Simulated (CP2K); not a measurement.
**CH3BBrF (SMILES CB(F)Br): PM3**

Aim: the vertical electron affinity of CH3BBrF at PM3, from 2 runs. 

The results are computed with CP2K 2026.2.

3 further runs of the same task are left out: 3 set aside as unsound or not needed.

## Step 1: The structure to begin with

CH3BBrF has 7 atoms, charge 0, and is taken as a singlet. SMILES: `CB(F)Br`. The shape is that of a PBE0-D4/def2-TZVP optimisation.

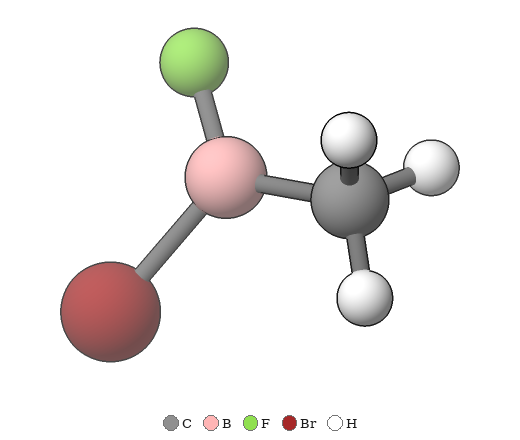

The structure, seen from a chosen angle (carbon grey, boron pink, fluorine green, bromine red, hydrogen white).

## Step 2: Energy and forces at PM3

File calc.py:

```python
import numpy as np
from ase import Atoms
from ase.calculators.cp2k import CP2K

atoms = Atoms(['C', 'B', 'F', 'Br', 'H', 'H', 'H'],
              positions=[(-0.030200, 0.733400, -0.071900),
                         (0.132700, -0.795400, 0.136500),
                         (1.023100, -1.268700, 0.985300),
                         (-0.923700, -2.104500, -0.798900),
                         (-0.783100, 0.999600, -0.810600),
                         (-0.288900, 1.202500, 0.883700),
                         (0.931400, 1.165100, -0.369800)])
atoms.set_cell([9.9, 11.3, 9.8])
atoms.center()
cp2k_input = """
&FORCE_EVAL
   METHOD QS
   &DFT
      &QS
         METHOD PM3
         EPS_DEFAULT 1.0E-10
         &SE
            &COULOMB
               CUTOFF [angstrom] 50
               RC_RANGE [angstrom] 0
            &END COULOMB
            &EXCHANGE
               CUTOFF [angstrom] 50
               RC_RANGE [angstrom] 0
            &END EXCHANGE
         &END SE
      &END QS
      &POISSON
         PERIODIC NONE
         POISSON_SOLVER ANALYTIC
      &END POISSON
      &SCF
         SCF_GUESS ATOMIC
         EPS_SCF 1.0E-07
         MAX_SCF 150
         ADDED_MOS 2
         &DIAGONALIZATION
            ALGORITHM STANDARD
         &END DIAGONALIZATION
         &MIXING
            METHOD DIRECT_P_MIXING
            ALPHA 0.4
         &END MIXING
      &END SCF
      &PRINT
         &MOMENTS
            PERIODIC F
            REFERENCE COM
            MAX_MOMENT 1
         &END MOMENTS
         &MO ON
            ENERGIES T
            OCCUPATION_NUMBERS T
            NDIGITS 6
            &EACH
               QS_SCF 0
            &END EACH
            ADD_LAST NUMERIC
         &END MO
         &HIRSHFELD OFF
         &END HIRSHFELD
      &END PRINT
   &END DFT
   &SUBSYS
   &END SUBSYS
&END FORCE_EVAL
"""
calculator = CP2K(command="cp2k.psmp -s", label="molecule", inp=cp2k_input, basis_set=None, basis_set_file=None, potential_file=None, pseudo_potential=None, xc=None, cutoff=None, max_scf=None, charge=None, uks=False,
            force_eval_method=None, print_level="LOW", poisson_solver=None, stress_tensor=False)
atoms.calc = calculator
print("E / eV:", round(atoms.get_potential_energy(), 6))
forces = atoms.get_forces()
print(np.array2string(forces, precision=5, suppress_small=True))
print("largest force / (eV/A): %.4f" % np.linalg.norm(forces, axis=1).max())
```

The run is started by

```sh
$ OMP_NUM_THREADS=1 python calc.py
```

The log of the run:

```text
E / eV: -1019.575582
[[ 0.18953 -0.01519  0.20155]
 [-0.80966 -0.61374 -0.73359]
 [ 0.11383 -0.22717  0.11381]
 [ 0.74541  1.03507  0.65542]
 [-0.08585 -0.11606 -0.08715]
 [-0.10709 -0.03172 -0.03971]
 [-0.04616 -0.0312  -0.11035]]
largest force / (eV/A): 1.4341
```

molecule.out:

```text
CP2K| version string:                                       CP2K version 2026.2
 CP2K| Input file name                                              molecule.inp

[... 16 lines left out ...]
 *** WARNING in qs_kind_types.F:2264 :: Information provided in the input ***
[... 5 lines left out ...]
 *** WARNING in qs_kind_types.F:2264 :: Information provided in the input ***
[... 5 lines left out ...]
 *** WARNING in qs_kind_types.F:2264 :: Information provided in the input ***
[... 81 lines left out ...]
  *** SCF run converged in    23 steps ***
[... 9 lines left out ...]
  Heat of formation [kcal/mol]:                              -113.15882331424947
[... 14 lines left out ...]
 SE_DIPOLE| Moment [a.u.]          -0.36130596      -1.01407878      -0.30101977
[... 1 line left out ...]
 SE_DIPOLE| Derivative [a.u.]       0.00000000       0.00000000       0.00000000
[... 27 lines left out ...]
 -------------------------------------------------------------------------------
```

Run time: 0.66 s. Hardware: 1 thread of Arm Neoverse V2, shared host.

## Step 3: The doublet anion at the same level

File cp2k_ase.py:

```python
import numpy as np
from ase import Atoms
from ase.calculators.cp2k import CP2K

atoms = Atoms(['C', 'B', 'F', 'Br', 'H', 'H', 'H'],
              positions=[(-0.030200, 0.733400, -0.071900),
                         (0.132700, -0.795400, 0.136500),
                         (1.023100, -1.268700, 0.985300),
                         (-0.923700, -2.104500, -0.798900),
                         (-0.783100, 0.999600, -0.810600),
                         (-0.288900, 1.202500, 0.883700),
                         (0.931400, 1.165100, -0.369800)])
atoms.set_cell([9.9, 11.3, 9.8])
atoms.center()
template = """
&FORCE_EVAL
  METHOD Quickstep
  &DFT
    CHARGE -1
    MULTIPLICITY 2
    UKS T
    ! Quickstep
    &QS
      METHOD PM3
      EPS_DEFAULT 1.0E-10
      &SE
        &COULOMB
          CUTOFF [angstrom] 50
          RC_RANGE [angstrom] 0
        &END COULOMB
        &EXCHANGE
          CUTOFF [angstrom] 50
          RC_RANGE [angstrom] 0
        &END EXCHANGE
      &END SE
    &END QS
    &POISSON
      PERIODIC NONE
      POISSON_SOLVER ANALYTIC
    &END POISSON
    ! self-consistent field
    &SCF
      SCF_GUESS ATOMIC
      EPS_SCF 1.0E-07
      MAX_SCF 150
      ADDED_MOS 2
      &DIAGONALIZATION
        ALGORITHM STANDARD
      &END DIAGONALIZATION
      &MIXING
        METHOD DIRECT_P_MIXING
        ALPHA 0.4
      &END MIXING
    &END SCF
    ! extra output
    &PRINT
      &MOMENTS
        PERIODIC F
        REFERENCE COM
        MAX_MOMENT 1
      &END MOMENTS
      &MO ON
        ENERGIES T
        OCCUPATION_NUMBERS T
        NDIGITS 6
        &EACH
          QS_SCF 0
        &END EACH
        ADD_LAST NUMERIC
      &END MO
      &HIRSHFELD OFF
      &END HIRSHFELD
    &END PRINT
  &END DFT
  ! structure
  &SUBSYS
  &END SUBSYS
&END FORCE_EVAL
"""
cp2k = CP2K(command="cp2k.psmp -s", label="molecule", inp=template, basis_set=None, basis_set_file=None, potential_file=None, pseudo_potential=None, xc=None, cutoff=None, max_scf=None, charge=None, uks=False,
            force_eval_method=None, print_level="LOW", poisson_solver=None, stress_tensor=False)
atoms.calc = cp2k
print("E / eV:", round(atoms.get_potential_energy(), 6))
forces = atoms.get_forces()
print(np.array2string(forces, precision=5, suppress_small=True))
print("largest force / (eV/A): %.4f" % np.linalg.norm(forces, axis=1).max())
```

The run is started by

```sh
$ OMP_NUM_THREADS=1 python cp2k_ase.py
```

The log of the run:

```text
E / eV: -1020.875643
[[ 0.19552  0.13978  0.20362]
 [-1.40153  0.2201  -1.32175]
 [ 1.00049 -0.68583  0.95902]
 [ 0.40877  0.61238  0.35763]
 [-0.05945 -0.21142 -0.05882]
 [-0.11054 -0.03617 -0.02574]
 [-0.03326 -0.03884 -0.11395]]
largest force / (eV/A): 1.9390
```

molecule.out:

```text
CP2K| version string:                                       CP2K version 2026.2
 CP2K| Input file name                                              molecule.inp

[... 19 lines left out ...]
 *** WARNING in qs_kind_types.F:2264 :: Information provided in the input ***
[... 8 lines left out ...]
 *** WARNING in qs_kind_types.F:2264 :: Information provided in the input ***
[... 100 lines left out ...]
  Total energy [eV]:                                        -1020.87564274433407
[... 29 lines left out ...]
 SE_DIPOLE| Moment [a.u.]           0.46290231       0.26793047       0.42076673
[... 26 lines left out ...]
 dbcsr_finalize                     969 11.1    0.002    0.002    0.006    0.006
[... 2 lines left out ...]
 -------------------------------------------------------------------------------
```

It took 0.66 s on 1 thread of Arm Neoverse V2, shared host.

## Step 4: Summary of results

At PM3:

| quantity | value |
| --- | --- |
| singlet CH3BBrF: total energy | -37.46871 Eh |
| singlet CH3BBrF: dipole moment | 2.84 D |
| singlet CH3BBrF: HOMO energy | -11.73 eV |
| singlet CH3BBrF: LUMO energy | -0.90 eV |
| singlet CH3BBrF: HOMO–LUMO gap | 10.83 eV |
| singlet CH3BBrF: heat of formation | -113.2 kcal/mol |
| doublet anion: total energy | -37.51649 Eh |
| doublet anion: HOMO energy (highest over α and β) | -1.68 eV |
| doublet anion: LUMO energy (lowest over α and β) | 3.79 eV |
| doublet anion: heat of formation | -143.1 kcal/mol |
| vertical electron affinity (to the doublet anion) | 1.300 eV |

**Reading.** At fixed nuclei the extra electron is bound by 1.30 eV (30 kcal/mol). A minimal valence basis can't be trusted even for the sign of an electron affinity.
